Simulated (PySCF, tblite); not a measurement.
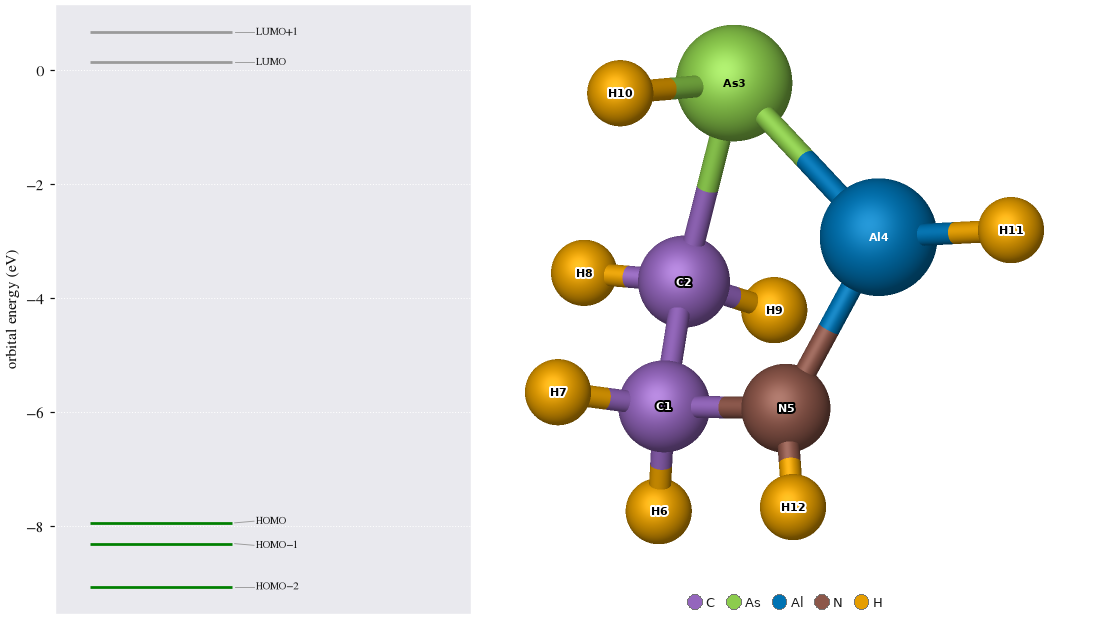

C₂H₇AlAsN, SMILES C1C[AsH][AlH][NH]1, singlet. Kohn-Sham orbital energies near the frontier, CAM-B3LYP/def2-SVPD, PySCF 2.14.0, at a GFN2-xTB geometry (a minimum by its frequencies), isolated molecule; empty levels in grey, levels within 0.03 eV side by side.

**Where do the frontier orbitals lie?**

HOMO at −7.94 eV, LUMO at 0.14 eV, 8.08 eV apart.

**How far below the HOMO does the next level lie?**

0.36 eV.

**List the levels with the atoms that carry most of them (a dash for levels above zero or within 0.03 eV of another, where shares mean little).**

| orbital | energy (eV) | Löwdin shares |
| --- | --- | --- |
| LUMO+1 | 0.67 | – |
| LUMO | 0.14 | – |
| HOMO | −7.94 | As3 34 %, N5 27 %, Al4 14 % |
| HOMO−1 | −8.30 | N5 33 %, As3 25 %, Al4 12 % |
| HOMO−2 | −9.06 | As3 48 %, C2 19 %, Al4 10 % |

Known limits of this run: the tight-binding geometry is rougher than a DFT one and adds to the error; one conformer of a flexible molecule; empty levels above zero depend strongly on the basis.
